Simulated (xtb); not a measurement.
**Molecular dynamics, with input and output: GeHSCl$_{2}$ (charge +1) (part 3 of 4)**

The same run, continued: GeHSCl$_{2}$, charge +1; GFN0-xTB (xtb 6.7.1). The starting geometry was optimised with GFN2-xTB.

Geometry of the input (Å):
```
S  0.1109  1.6682  -0.1825
Ge -0.0265  -0.4711  0.7363
Cl 2.0222  -1.1688  0.8815
Cl -0.9256  -1.7187  -0.8265
H  -1.1312  1.6168  -0.6502
```

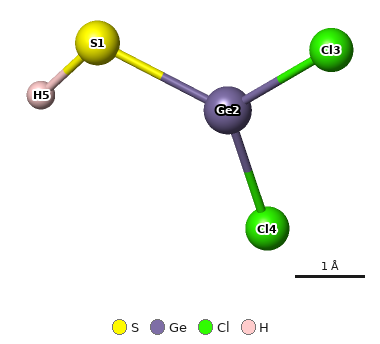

The geometry at step 17 of the log (ball-and-stick view, seen at a tilt; atoms are numbered from 1 in the order of the input).

What the program printed, continued
```
================
 final structure:
================
5 C
 S Ge Cl H
    1    1   -2.94617653930645E-03    1.68782321185034E+00    3.48821350411659E-02
    2    2    2.99244544463530E-01   -4.35753721752642E-01    1.20879060003035E-01
    3    3    1.96343954088994E+00   -1.19797176653610E+00    1.10308287539725E+00
    4    3   -1.06307950887883E+00   -1.81559407461325E+00   -6.40430214501086E-01
    5    4   -1.14686839993534E+00    1.68789635105165E+00   -6.59813855940363E-01

 Bond Distances (Angstroems)
 ---------------------------
S1-Ge2=2.1467        S1-H5=1.3383         Ge2-S1=2.1467        Ge2-Cl3=2.0773       Ge2-Cl4=2.0831       Cl3-Ge2=2.0773
Cl4-Ge2=2.0831       H5-S1=1.3383
 S  H  Rav=1.3383 sigma=0.0000  Rmin=1.3383  Rmax=1.3383     1
 Ge S  Rav=2.1467 sigma=0.0000  Rmin=2.1467  Rmax=2.1467     1
 Ge Cl Rav=2.0802 sigma=0.0029  Rmin=2.0773  Rmax=2.0831     2

 selected bond angles (degree)
 --------------------
H5-S1-Ge2= 98.12               Cl3-Ge2-S1=119.65              Cl4-Ge2-S1=123.27              Cl4-Ge2-Cl3=116.98

 selected dihedral angles (degree)
 ---------------------------------
Cl3-Ge2-S1-H5=180.18          Cl4-Ge2-S1-H5=356.36
           -------------------------------------------------
          |                Final Singlepoint                |
           -------------------------------------------------

          ...................................................
          :                      SETUP                      :
          :.................................................:
          :  # basis functions                  42          :
          :  # atomic orbitals                  38          :
          :  # shells                           14          :
          :  # electrons                        24          :
          :  electronic temp.          300.0000000     K    :
          :  accuracy                    1.0000000          :
          :  -> integral cutoff          0.2500000E+02      :
          :  -> integral neglect         0.1000000E-07      :
          ...................................................
  Checking positiv definite overlap ...  done.

         #    Occupation            Energy/Eh            Energy/eV
      -------------------------------------------------------------
         1        2.0000           -0.9701699             -26.3997
       ...           ...                  ...                  ...
         6        2.0000           -0.4878798             -13.2759
         7        2.0000           -0.4818996             -13.1132
         8        2.0000           -0.4730890             -12.8734
         9        2.0000           -0.4621967             -12.5770
        10        2.0000           -0.4535455             -12.3416
        11        2.0000           -0.4483029             -12.1989
        12        2.0000           -0.4265219             -11.6063 (HOMO)
        13                         -0.2656395              -7.2284 (LUMO)
        14                         -0.2544109              -6.9229
        15                         -0.1873273              -5.0974
        16                         -0.1395704              -3.7979
        17                         -0.1174573              -3.1962
       ...                                ...                  ...
        38                          1.4866187              40.4530
      -------------------------------------------------------------
                  HL-Gap            0.1608824 Eh            4.3778 eV
             Fermi-level            0.0000000 Eh            0.0000 eV

 EHT (total)                   0 d,  0 h,  0 min,  0.002 sec
 EHT setup                      ...        0 min,  0.000 sec (  1.167%)
 Coordination number            ...        0 min,  0.000 sec (  0.308%)
 EEQ model density              ...        0 min,  0.000 sec (  0.572%)
 D4 Dispersion                  ...        0 min,  0.000 sec (  1.971%)
 Integral evaluation            ...        0 min,  0.001 sec ( 29.309%)
 Cholesky factorization         ...        0 min,  0.000 sec (  0.749%)
 Zeroth order Hamiltonian       ...        0 min,  0.000 sec ( 12.206%)
 Gradient calculation           ...        0 min,  0.001 sec ( 50.330%)

         :::::::::::::::::::::::::::::::::::::::::::::::::::::
         ::                     SUMMARY                     ::
         :::::::::::::::::::::::::::::::::::::::::::::::::::::
         :: total energy             -12.744023091159 Eh    ::
         :: gradient norm              0.003038621531 Eh/a0 ::
         :: HOMO-LUMO gap              4.377832223709 eV    ::
         ::.................................................::
         :: H0 energy                -14.085174475029 Eh    ::
         :: repulsion energy           0.032288245709 Eh    ::
         :: electrostat energy         1.310404769440 Eh    ::
         :: -> Gsolv                   0.000000000000 Eh    ::
         ::    -> Gsasa                0.000000000000 Eh    ::
         ::    -> Gshift               0.000000000000 Eh    ::
         :: dispersion energy         -0.001541631280 Eh    ::
         :: short-range corr.          0.000000000000 Eh    ::
         :: add. restraining           0.000000000000 Eh    ::
         :: total charge               1.000000000000 e     ::
         :::::::::::::::::::::::::::::::::::::::::::::::::::::

           -------------------------------------------------
          |                Property Printout                |
           -------------------------------------------------

    * Orbital Energies and Occupations

         #    Occupation            Energy/Eh            Energy/eV
      -------------------------------------------------------------
         1        2.0000           -0.9701699             -26.3997
         2        2.0000           -0.9698368             -26.3906
         3        2.0000           -0.7417748             -20.1847
         4        2.0000           -0.6023069             -16.3896
         5        2.0000           -0.5250634             -14.2877
         6        2.0000           -0.4878798             -13.2759
         7        2.0000           -0.4818996             -13.1132
         8        2.0000           -0.4730890             -12.8734
         9        2.0000           -0.4621967             -12.5770
        10        2.0000           -0.4535455             -12.3416
        11        2.0000           -0.4483029             -12.1989
        12        2.0000           -0.4265219             -11.6063 (HOMO)
        13                         -0.2656395              -7.2284 (LUMO)
        14                         -0.2544109              -6.9229
        15                         -0.1873273              -5.0974
        16                         -0.1395704              -3.7979
        17                         -0.1174573              -3.1962
        18                         -0.0822817              -2.2390
        19                         -0.0678918              -1.8474
        20                         -0.0668828              -1.8200
        21                         -0.0666953              -1.8149
        22                         -0.0655510              -1.7837
        23                         -0.0654655              -1.7814
       ...                                ...                  ...
        38                          1.4866187              40.4530
      -------------------------------------------------------------
                  HL-Gap            0.1608824 Eh            4.3778 eV
             Fermi-level            0.0000000 Eh            0.0000 eV

     #   Z          covCN         q      C6AA      α(0)
     1  16          1.816     0.099   134.589    19.561
     2  32          2.530     0.702   219.608    28.858
     3  17          0.818     0.002    97.157    15.067
     4  17          0.818    -0.014    97.631    15.103
     5   1          0.922     0.211     1.047     1.600

 Mol. C6AA /au·bohr⁶  :       2206.785356
 Mol. C8AA /au·bohr⁸  :     124488.626661
 Mol. α(0) /au        :         80.188465

Wiberg/Mayer (AO) data.
largest (>0.10) Wiberg bond orders for each atom

 ---------------------------------------------------------------------------
     #   Z sym  total        # sym  WBO       # sym  WBO       # sym  WBO
 ---------------------------------------------------------------------------
     1  16      2.467 --     2      1.307     5      0.913     4      0.135
                             3      0.112
     2  32      3.869 --     1      1.307     3      1.266     4      1.249
     3  17      1.494 --     2      1.266     1      0.112     4      0.108
     4  17      1.494 --     2      1.249     1      0.135     3      0.108
     5   1      0.969 --     1      0.913
 ---------------------------------------------------------------------------

Topologies differ in total number of bonds
Writing topology from bond orders to xtbtopo.mol

 dipole moment from electron density (au)
     X       Y       Z
   0.0915  -0.4759  -0.0629  total (Debye):    1.242

           -------------------------------------------------
          |                Geometry Summary                 |
           -------------------------------------------------

      molecular mass/u    :      176.6061535
   center of mass at/Å    :        0.2967245      -0.4680839       0.1451534
  moments of inertia/u·Å² :        0.2244552E+03   0.2371879E+03   0.4615119E+03
rotational constants/cm⁻¹ :        0.7510466E-01   0.7107291E-01   0.3652697E-01

 * 4 selected distances

     #   Z          #   Z                                           value/Å
     1  16          2  32                                         2.1466939 (max)
     2  32          3  17                                         2.0773171
     2  32          4  17                                         2.0831416
     1  16          5   1                                         1.3383426 (min)

 * 3 distinct bonds (by element types)

   Z      Z             #   av. dist./Å        max./Å        min./Å
   1 H   16 S           1     1.3383426     1.3383426     1.3383426
  16 S   32 Ge          1     2.1466939     2.1466939     2.1466939
  17 Cl  32 Ge          2     2.0802294     2.0831416     2.0773171

optimized geometry written to: xtbopt.gen

           -------------------------------------------------
          | TOTAL ENERGY              -12.744023091159 Eh   |
          | GRADIENT NORM               0.003038621531 Eh/α |
          | HOMO-LUMO GAP               4.377832223709 eV   |
           -------------------------------------------------
           -------------------------------------------------
          |               Molecular Dynamics                |
           -------------------------------------------------
 trajectories on xtb.trj or xtb.trj.<n>

 MD time /ps        :    0.10
 dt /fs             :    4.00
 SCC accuracy       :    2.00
 temperature /K     :  200.00
 max steps          :    25
 block length (av.) :  1250
 dumpstep(trj) /fs  :    4.00     1
 dumpstep(coords)/fs: 1000.00   250
 H atoms mass (amu) :     4
 # deg. of freedom  :    11
 SHAKE on. # bonds  :           4  all: T
 Berendsen THERMOSTAT on
         time (ps)    <Epot>      Ekin   <T>   T     Etot
      0    0.00      0.00000   0.0056    0.    0.   -12.73845
 average properties
 Epot               :  -12.253263678837126
 Epot (accurate SCC):  -12.743947999361669
 Ekin               :   1.1090015605023000E-003
 Etot               :  -12.252154677276621
 T                  :   63.671877337369622
 normal exit of md()

------------------------------------------------------------------------
------------------------------------------------------------------------
 total:
 *  cpu-time:     0 d,  0 h,  0 min,  0.135 sec
 * ratio c/w:     1.000 speedup
 SCF:
 *  cpu-time:     0 d,  0 h,  0 min,  0.002 sec
 * ratio c/w:     1.000 speedup
 ANC optimizer:
 *  cpu-time:     0 d,  0 h,  0 min,  0.075 sec
 * ratio c/w:     1.000 speedup
 MD:
 *  cpu-time:     0 d,  0 h,  0 min,  0.049 sec
 * ratio c/w:     1.000 speedup
```

Standard error
```
normal termination of xtb
```

Trajectory as extended XYZ (Å, eV, eV/Å), 64 frames, from step=0 to step=24
```
5
Properties=species:S:1:pos:R:3 step=0 energy=-345.72503
S     0.1109    1.6682   -0.1825
Ge   -0.0265   -0.4711    0.7363
Cl    2.0222   -1.1688    0.8815
Cl   -0.9256   -1.7187   -0.8265
H    -1.1312    1.6168   -0.6502
5
Properties=species:S:1:pos:R:3 step=1 energy=-345.74078
S     0.1106    1.6666   -0.1811
Ge   -0.0250   -0.4702    0.7334
Cl    2.0213   -1.1687    0.8821
Cl   -0.9256   -1.7184   -0.8253
H    -1.1316    1.6171   -0.6505
5
Properties=species:S:1:pos:R:3 step=2 energy=-345.76401
S     0.1103    1.6642   -0.1790
Ge   -0.0227   -0.4688    0.7291
Cl    2.0199   -1.1685    0.8829
Cl   -0.9256   -1.7179   -0.8236
H    -1.1320    1.6175   -0.6508
5
Properties=species:S:1:pos:R:3 step=3 energy=-345.79422
S     0.1098    1.6610   -0.1762
Ge   -0.0197   -0.4670    0.7233
Cl    2.0180   -1.1683    0.8841
Cl   -0.9256   -1.7174   -0.8213
H    -1.1327    1.6180   -0.6513
5
Properties=species:S:1:pos:R:3 step=4 energy=-345.83075
S     0.1091    1.6571   -0.1728
Ge   -0.0160   -0.4647    0.7161
Cl    2.0158   -1.1680    0.8855
Cl   -0.9257   -1.7167   -0.8184
H    -1.1334    1.6187   -0.6518
5
Properties=species:S:1:pos:R:3 step=5 energy=-345.87275
S     0.1083    1.6525   -0.1688
Ge   -0.0115   -0.4620    0.7076
Cl    2.0131   -1.1677    0.8872
Cl   -0.9258   -1.7159   -0.8150
H    -1.1343    1.6195   -0.6524
5
Properties=species:S:1:pos:R:3 step=6 energy=-345.91922
S     0.1073    1.6473   -0.1641
Ge   -0.0064   -0.4589    0.6977
Cl    2.0101   -1.1673    0.8893
Cl   -0.9260   -1.7150   -0.8111
H    -1.1352    1.6204   -0.6531
5
Properties=species:S:1:pos:R:3 step=7 energy=-345.96898
S     0.1061    1.6415   -0.1589
Ge   -0.0006   -0.4555    0.6864
Cl    2.0067   -1.1669    0.8916
Cl   -0.9263   -1.7141   -0.8067
H    -1.1361    1.6214   -0.6539
5
Properties=species:S:1:pos:R:3 step=8 energy=-346.02074
S     0.1046    1.6351   -0.1531
Ge    0.0059   -0.4517    0.6739
Cl    2.0030   -1.1665    0.8943
Cl   -0.9267   -1.7132   -0.8019
H    -1.1371    1.6226   -0.6546
5
Properties=species:S:1:pos:R:3 step=9 energy=-346.07309
S     0.1028    1.6285   -0.1469
Ge    0.0130   -0.4476    0.6602
Cl    1.9992   -1.1660    0.8973
Cl   -0.9272   -1.7122   -0.7966
H    -1.1380    1.6238   -0.6554
5
Properties=species:S:1:pos:R:3 step=10 energy=-346.12455
S     0.1008    1.6216   -0.1403
Ge    0.0206   -0.4434    0.6452
Cl    1.9951   -1.1656    0.9007
Cl   -0.9279   -1.7114   -0.7909
H    -1.1388    1.6252   -0.6561
5
Properties=species:S:1:pos:R:3 step=11 energy=-346.17861
S     0.0981    1.6140   -0.1325
Ge    0.0297   -0.4385    0.6274
Cl    1.9905   -1.1652    0.9049
Cl   -0.9289   -1.7105   -0.7842
H    -1.1396    1.6267   -0.6569
5
Properties=species:S:1:pos:R:3 step=12 energy=-346.22381
S     0.0953    1.6074   -0.1253
Ge    0.0385   -0.4343    0.6101
Cl    1.9864   -1.1650    0.9091
Cl   -0.9302   -1.7100   -0.7778
H    -1.1401    1.6283   -0.6575
5
Properties=species:S:1:pos:R:3 step=13 energy=-346.26461
S     0.0920    1.6015   -0.1179
Ge    0.0478   -0.4303    0.5919
Cl    1.9823   -1.1648    0.9139
Cl   -0.9319   -1.7098   -0.7712
H    -1.1404    1.6299   -0.6580
5
Properties=species:S:1:pos:R:3 step=14 energy=-346.30096
S     0.0884    1.5966   -0.1105
Ge    0.0575   -0.4268    0.5728
Cl    1.9786   -1.1648    0.9192
Cl   -0.9342   -1.7100   -0.7645
H    -1.1405    1.6315   -0.6584
5
Properties=species:S:1:pos:R:3 step=15 energy=-346.33362
S     0.0844    1.5934   -0.1033
Ge    0.0675   -0.4242    0.5533
Cl    1.9752   -1.1651    0.9251
Cl   -0.9369   -1.7108   -0.7578
H    -1.1404    1.6331   -0.6587
5
Properties=species:S:1:pos:R:3 step=16 energy=-346.36405
S     0.0801    1.5920   -0.0964
Ge    0.0777   -0.4227    0.5335
Cl    1.9724   -1.1655    0.9315
Cl   -0.9403   -1.7122   -0.7512
H    -1.1400    1.6348   -0.6588
5
Properties=species:S:1:pos:R:3 step=17 energy=-346.39695
S     0.0752    1.5929   -0.0892
Ge    0.0889   -0.4223    0.5118
Cl    1.9700   -1.1663    0.9390
Cl   -0.9448   -1.7144   -0.7442
H    -1.1395    1.6365   -0.6587
5
Properties=species:S:1:pos:R:3 step=18 energy=-346.43411
S     0.0697    1.5966   -0.0818
Ge    0.1012   -0.4233    0.4883
Cl    1.9683   -1.1675    0.9479
Cl   -0.9505   -1.7178   -0.7371
H    -1.1389    1.6384   -0.6586
5
Properties=species:S:1:pos:R:3 step=19 energy=-346.46601
S     0.0651    1.6017   -0.0761
Ge    0.1112   -0.4251    0.4694
Cl    1.9676   -1.1688    0.9555
Cl   -0.9558   -1.7213   -0.7317
H    -1.1384    1.6399   -0.6585
5
Properties=species:S:1:pos:R:3 step=20 energy=-346.49906
S     0.0608    1.6087   -0.0708
Ge    0.1210   -0.4277    0.4511
Cl    1.9677   -1.1704    0.9634
Cl   -0.9617   -1.7256   -0.7268
H    -1.1380    1.6413   -0.6584
5
Properties=species:S:1:pos:R:3 step=21 energy=-346.53247
S     0.0567    1.6171   -0.0656
Ge    0.1305   -0.4307    0.4334
Cl    1.9687   -1.1722    0.9717
Cl   -0.9682   -1.7305   -0.7225
H    -1.1378    1.6427   -0.6583
5
Properties=species:S:1:pos:R:3 step=22 energy=-346.56524
S     0.0528    1.6268   -0.0606
Ge    0.1399   -0.4340    0.4161
Cl    1.9703   -1.1743    0.9801
Cl   -0.9753   -1.7362   -0.7187
H    -1.1379    1.6441   -0.6583
5
Properties=species:S:1:pos:R:3 step=23 energy=-346.59646
S     0.0493    1.6373   -0.0555
Ge    0.1491   -0.4371    0.3991
Cl    1.9727   -1.1767    0.9890
Cl   -0.9830   -1.7425   -0.7155
H    -1.1384    1.6454   -0.6585
5
Properties=species:S:1:pos:R:3 step=24 energy=-346.62818
S     0.0458    1.6492   -0.0496
Ge    0.1593   -0.4399    0.3805
Cl    1.9761   -1.1796    0.9990
Cl   -0.9921   -1.7503   -0.7124
H    -1.1393    1.6469   -0.6588
5
Properties=species:S:1:pos:R:3 step=25 energy=-346.65916
S     0.0424    1.6622   -0.0429
Ge    0.1705   -0.4419    0.3598
Cl    1.9804   -1.1831    1.0104
Cl   -1.0028   -1.7595   -0.7094
H    -1.1407    1.6487   -0.6594
5
Properties=species:S:1:pos:R:3 step=26 energy=-346.68788
S     0.0389    1.6755   -0.0349
Ge    0.1830   -0.4425    0.3366
Cl    1.9855   -1.1871    1.0233
Cl   -1.0150   -1.7702   -0.7062
H    -1.1426    1.6508   -0.6603
5
Properties=species:S:1:pos:R:3 step=27 energy=-346.70565
S     0.0363    1.6841   -0.0286
Ge    0.1925   -0.4418    0.3188
Cl    1.9892   -1.1901    1.0330
Cl   -1.0241   -1.7783   -0.7037
H    -1.1442    1.6526   -0.6609
5
Properties=species:S:1:pos:R:3 step=28 energy=-346.72050
S     0.0337    1.6909   -0.0221
Ge    0.2023   -0.4399    0.3006
Cl    1.9924   -1.1930    1.0426
Cl   -1.0328   -1.7862   -0.7009
H    -1.1457    1.6546   -0.6616
5
Properties=species:S:1:pos:R:3 step=29 energy=-346.73278
S     0.0308    1.6958   -0.0155
Ge    0.2121   -0.4373    0.2821
Cl    1.9948   -1.1956    1.0518
Cl   -1.0409   -1.7934   -0.6977
H    -1.1469    1.6569   -0.6621
5
Properties=species:S:1:pos:R:3 step=30 energy=-346.74294
S     0.0276    1.6988   -0.0091
Ge    0.2221   -0.4343    0.2635
Cl    1.9961   -1.1979    1.0604
Cl   -1.0481   -1.7998   -0.6938
H    -1.1478    1.6595   -0.6624
5
Properties=species:S:1:pos:R:3 step=31 energy=-346.75145
S     0.0240    1.7003   -0.0029
Ge    0.2320   -0.4314    0.2450
Cl    1.9961   -1.1996    1.0683
Cl   -1.0540   -1.8051   -0.6893
H    -1.1482    1.6623   -0.6625
5
Properties=species:S:1:pos:R:3 step=32 energy=-346.75936
S     0.0197    1.7003    0.0034
Ge    0.2427   -0.4289    0.2251
Cl    1.9948   -1.2009    1.0760
Cl   -1.0592   -1.8097   -0.6836
H    -1.1483    1.6656   -0.6623
5
Properties=species:S:1:pos:R:3 step=33 energy=-346.76665
S     0.0149    1.6993    0.0098
Ge    0.2542   -0.4271    0.2040
Cl    1.9918   -1.2017    1.0833
Cl   -1.0632   -1.8133   -0.6767
H    -1.1479    1.6693   -0.6619
5
Properties=species:S:1:pos:R:3 step=34 energy=-346.77317
S     0.0096    1.6972    0.0164
Ge    0.2663   -0.4267    0.1820
Cl    1.9870   -1.2019    1.0901
Cl   -1.0659   -1.8158   -0.6686
H    -1.1473    1.6736   -0.6613
```
